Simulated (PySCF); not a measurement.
System: H₃ (cation, charge +1), singlet: map of symmetric stretch and bend. Scanned: H-H bond length and H-H-H angle.

Cartesian coordinates as functions of the variables (Å; names that start with a are angles):
```
H  0  0  0
H  r*sin(a/2)  0  r*cos(a/2)
H  -r*sin(a/2)  0  r*cos(a/2)
```

Method: PySCF with restricted BP86/6-31G*, spherical d.

Energy in kcal/mol above the lowest grid point; x is the H-H bond length (Å), y the H-H-H angle (°).

```csv
y \ x,0.74,0.80,0.84,0.88,0.93,0.97,1.01,1.06,1.10,1.14,1.17
180,32.2,28.5,28.2,29.3,32.0,35.0,38.5,43.5,47.8,52.3,55.8
173,32.1,28.4,28.2,29.2,32.0,35.0,38.5,43.5,47.8,52.3,55.8
163,31.8,28.1,27.9,29.0,31.7,34.8,38.3,43.3,47.6,52.1,55.6
153,31.0,27.5,27.4,28.5,31.3,34.3,37.9,43.0,47.3,51.8,55.2
143,29.8,26.4,26.4,27.6,30.5,33.6,37.2,42.3,46.7,51.2,54.7
133,27.8,24.7,24.8,26.1,29.2,32.4,36.1,41.3,45.7,50.3,53.8
123,25.2,22.3,22.5,24.0,27.3,30.6,34.4,39.7,44.2,48.9,52.4
113,21.9,19.1,19.5,21.2,24.6,28.1,32.1,37.5,42.2,46.9,50.5
103,17.9,15.1,15.6,17.4,21.1,24.8,28.9,34.6,39.3,44.2,47.9
93,13.6,10.6,11.0,12.9,16.7,20.5,24.8,30.6,35.5,40.5,44.4
83,9.6,5.8,5.9,7.6,11.4,15.2,19.6,25.6,30.6,35.8,39.7
70,6.9,0.9,0.0,0.9,4.0,7.5,11.7,17.6,22.6,27.8,31.7
```

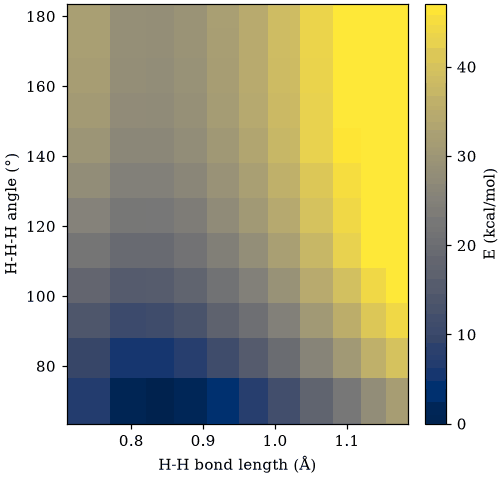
*Energy surface, cut off at 47 kcal/mol.*

Points that lie below all their neighbours on the grid: x = 0.84, y = 70 on the edge of the grid (0.0 kcal/mol).
